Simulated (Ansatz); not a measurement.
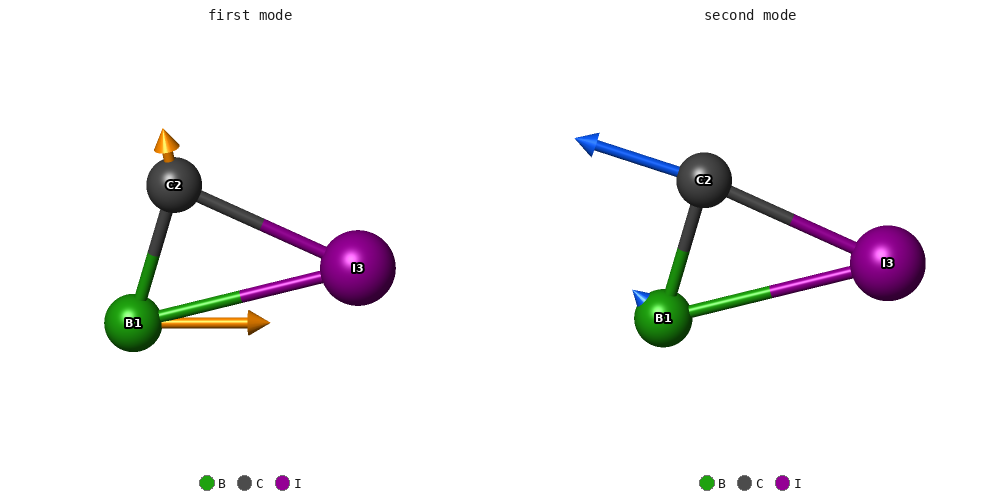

The system is CBI; the picture shows the reference structure; its two panels give the patterns of the first and the second mode as arrows. First axis: normal mode 1 (285 cm⁻¹). Second axis: normal mode 2 (610 cm⁻¹). Nothing is relaxed (straight displacements along the two mass-weighted modes). Grid: 11 × 11 points. At 9 points there is no value. Energies are in kJ/mol, from the lowest grid point. The restricted reference is unstable at some or all points, so the energies there are unreliable. Level of theory: RHF-MP2, frozen core/def2-TZVP (Ansatz 0.2.0).

Its coordinates:

```xyz
3

B     0.5463    0.9470    0.4014
C     0.6181   -0.6371    0.2742
I    -1.1644   -0.3099   -0.6756
```

Range: normal mode 1 (285 cm⁻¹) from −1.623 to 1.623 amu½·Å; normal mode 2 (610 cm⁻¹) from −1.210 to 1.210 amu½·Å.

Question: Predict the map.

Answer: The lowest grid point is at normal mode 1 (285 cm⁻¹) = 0.000 amu½·Å, normal mode 2 (610 cm⁻¹) = 0.000 amu½·Å. It is the only kind of minimum in the scanned range. The highest grid point, normal mode 1 (285 cm⁻¹) = −1.623 amu½·Å, normal mode 2 (610 cm⁻¹) = −1.210 amu½·Å, lies 287 kJ/mol above the lowest.

| normal mode 2 (610 cm⁻¹) ↓, normal mode 1 (285 cm⁻¹) → | −1.623 | −1.298 | −0.974 | −0.649 | −0.325 | 0.000 | 0.325 | 0.649 | 0.974 | 1.298 | 1.623 |
| --- | --- | --- | --- | --- | --- | --- | --- | --- | --- | --- | --- |
| 1.210 | 80 | 75 | 70 | 64 | 58 | 54 | 53 | 58 | 73 | 101 | 150 |
| 0.968 | 61 | – | 52 | 47 | 42 | – | 39 | – | 59 | – | 139 |
| 0.726 | 44 | 39 | 35 | 31 | 27 | 24 | 25 | 31 | 47 | 77 | 128 |
| 0.484 | 30 | 25 | 21 | 17 | 14 | 12 | 13 | 20 | 36 | – | 119 |
| 0.242 | 21 | 16 | 11 | 8 | 5 | 3 | 5 | 12 | 29 | 60 | 113 |
| 0.000 | 20 | – | 8 | 4 | 1 | 0 | 2 | 9 | 26 | 57 | 111 |
| −0.242 | 30 | 22 | 15 | 10 | 6 | 4 | 6 | 13 | 30 | 61 | 115 |
| −0.484 | 55 | – | 35 | 28 | 23 | 20 | 21 | – | 43 | – | 128 |
| −0.726 | 101 | 86 | 74 | 64 | 56 | 51 | 50 | 55 | 70 | 100 | 152 |
| −0.968 | 175 | 155 | 138 | 124 | 112 | 104 | 100 | 102 | 115 | 142 | 193 |
| −1.210 | 287 | 261 | 238 | 218 | 200 | 186 | 177 | 175 | 184 | 208 | 256 |

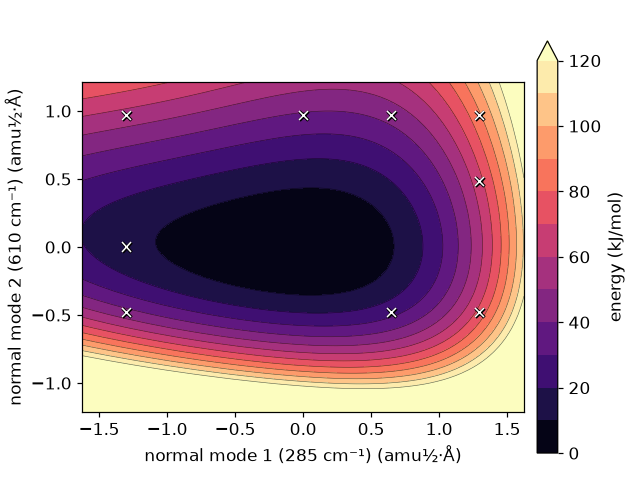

Drawn: filled contours, crosses at grid points without a value, one colour for all values above the top of the scale. Between grid points the surface is interpolated.

The whole map (112 points run) took 19 min on 1 thread of Arm Neoverse V1 (shared host).
